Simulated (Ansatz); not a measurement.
**C: response to strain**

The reference is C in the graphite type structure (space group P6_3/mmc, No. 194; layered, stacked along the Cartesian z axis).

```
CELL_PARAMETERS angstrom
      2.45828     0.00000     0.00000
     -1.22914     2.12893     0.00000
      0.00000     0.00000     6.56348
ATOMIC_POSITIONS crystal
  C  0.00000 0.00000 0.25000
  C  0.00000 0.00000 0.75000
  C  0.33333 0.66667 0.25000
  C  0.66667 0.33333 0.75000
```

Cartesian axes are those of the cell as printed.

Strains are applied to the cell and any free atomic positions relax; under biaxial strain the out-of-plane vector relaxes too.

All numbers come from PBEsol-D3(BJ) (Ansatz, a quantum-chemistry and plane-wave program), scalar-relativistic without spin-orbit coupling.

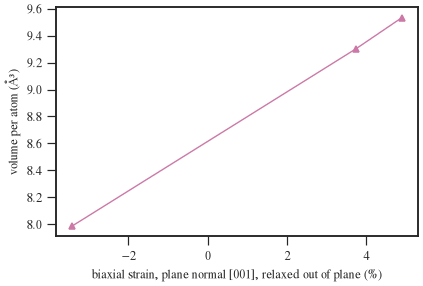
Figure. Volume per atom against biaxial strain, plane normal [001], relaxed out of plane

| biaxial strain, plane normal [001], relaxed out of plane (%) | volume per atom |
|---|---|
| -3.41 | 7.99 Å³ |
| 3.73 | 9.30 Å³ |
| 4.9 | 9.53 Å³ |

Whether these cells are dynamically stable was not tested.
